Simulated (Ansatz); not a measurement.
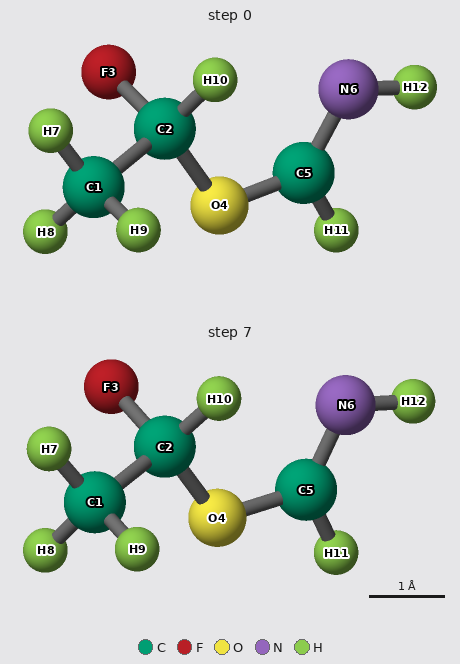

The structure of C3H6FNO (coarse preliminary run) before (top) and after (bottom) a relaxation, at one scale.

A ball-and-stick model, seen at a tilt.

The start comes from a force field.

Theory: Ansatz 0.2.0, RKS PBE-D4/def2-SVP. (force threshold 0.03 eV/Å; at most 200 steps)

> What changed between the two?

The largest move after the best rigid fit is that of H11, 0.086 Å. By element the largest moves are H 0.086 Å, O 0.085 Å, N 0.062 Å, F 0.054 Å, C 0.036 Å. Among the contacts that change: C2–O4 1.507 → 1.422 Å, O4–C5 1.312 → 1.359 Å, C1–C2 1.556 → 1.510 Å, C1–H8 1.069 → 1.107 Å. Bond angles that change, for instance: N6–C5–H11 122.7° → 127.9°, H8–C1–H9 113.9° → 108.9°, C2–O4–C5 113.3° → 117.5°. The energy falls by 28.7 kJ/mol in 7 geometry steps. The largest force component goes from 2.9 to 0.021 eV/Å. The run took 12 s on 4 threads of Arm Neoverse V1, on a shared host.
